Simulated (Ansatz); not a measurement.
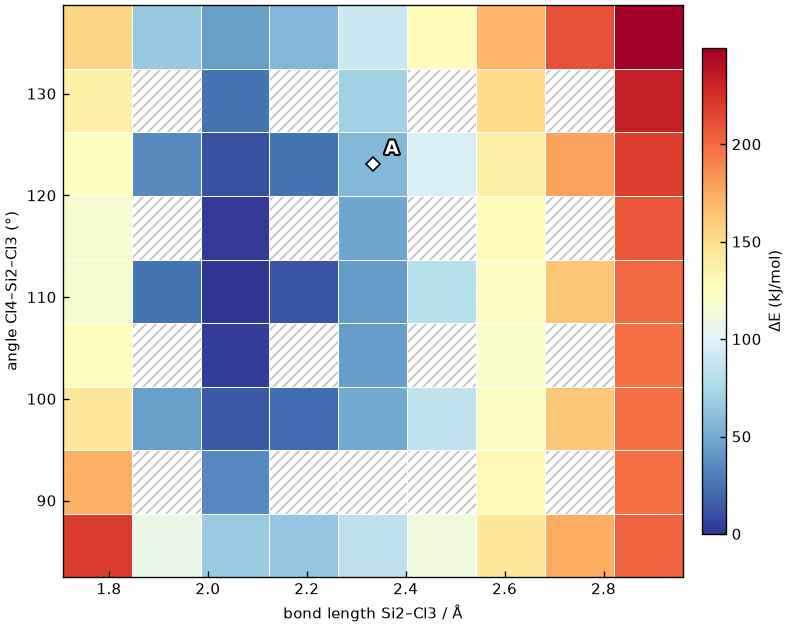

Cl₂HSSi, SMILES [S][SiH](Cl)Cl, spin multiplicity 2. Coordinates scanned: (1) bond length Si2–Cl3; (2) angle Cl4–Si2–Cl3. Nothing is relaxed (all other coordinates rigid). The scan uses a 9 × 9 grid. At 17 points there is no value. Points are written as (first, second). Energies are in kJ/mol, from the lowest grid point. Computed with UKS B3LYP-D4/def2-SVP in Ansatz 0.2.0.

In the figure: one coloured cell a grid point, hatched blanks where no value was computed, the point A.

**Is A at rest? If not, where is it pushed?**

A, at (2.334 Å, 123.1°), is not a stationary point. The computed force is 260 kJ/mol for each Å towards smaller values of bond length Si2–Cl3 and 1.9 kJ/mol for each degree towards smaller values of angle Cl4–Si2–Cl3.
